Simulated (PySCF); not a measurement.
System: C$_{3}$H$_{9}$AlF$_{2}$OS (SMILES C[S+](C)[AlH2-][O]C(F)F).

Input file:

```
{"job": {"kind": "nmr", "xc": "PBE0", "basis": "pcSseg-1", "pop": false}, "charge": 0, "multiplicity": 1}
C     -2.172800    -1.649200     0.301300
S     -1.129700    -0.503000    -0.697100
C     -1.983800     1.212300    -0.415900
Al     0.682600    -0.826800     1.073900
O      2.002100     0.108200     0.416600
C      2.562800     0.771000    -0.456000
F      1.602100     1.105800    -1.454900
F      3.117200     1.963100    -0.097300
H     -1.910800    -2.634800     0.034700
H     -2.106000    -1.447900     1.381400
H     -3.179000    -1.407900    -0.006400
H     -1.156900     1.937600    -0.406200
H     -2.373400     1.215500     0.631000
H     -2.854500     1.305000    -1.086700
H     -0.205500    -0.172300     2.113700
H      1.107300    -2.304600     1.327000
H      3.270600     0.274700    -1.039600
```

Launched as:

```sh
OMP_NUM_THREADS=1 python probes_run.py task.json out
```

Geometry: GFN2-xTB, MD frame at 250 fs, 300 K.

All numbers below come from PBE0/pcSseg-1, SCF density, gas phase, non-relativistic (PySCF 2.14.0).

What will maps of the electron density and electron localisation function show?

Answer. C–O (1.23 Å): ρ is about 3.1 e/Å³ halfway; the ELF peaks at about 0.90 between the atoms; a short, strongly polar bond.
Al–O (1.75 Å): ρ at the midpoint is about 0.69 e/Å³; the ELF peaks at about 0.85 in the valence shell of O, 0.6 Å from its nucleus, and is about 0.35 at the midpoint.
C–S (1.84 Å): ρ is about 1.2 e/Å³ halfway; the ELF peaks at about 0.90 between the atoms (a shared electron pair).
Al–S (2.55 Å): ρ is about 0.36 e/Å³ halfway, with its minimum of 0.23 e/Å³ about 0.9 Å from Al; the ELF peaks at about 0.95 between the atoms (a polar covalent bond).

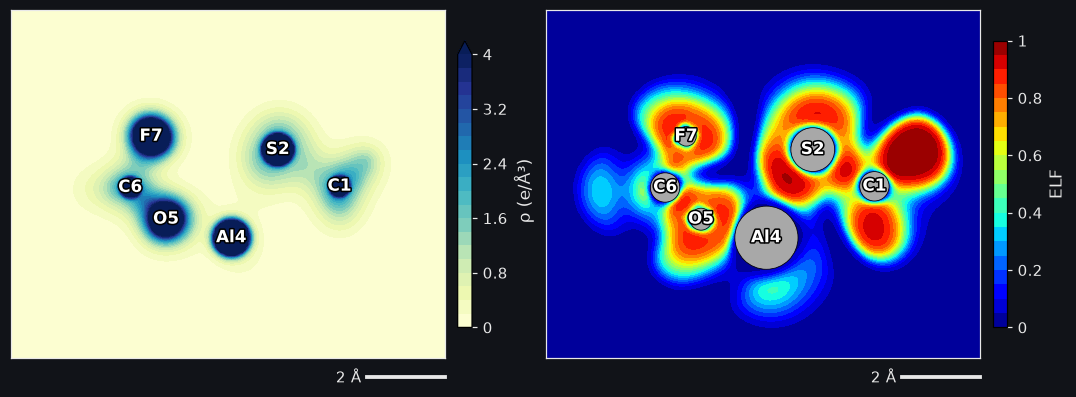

Computed electron density and electron localisation function on the plane of atoms S2, Al4 and O5, in this order. Grey discs cover the atomic cores in the ELF map. 
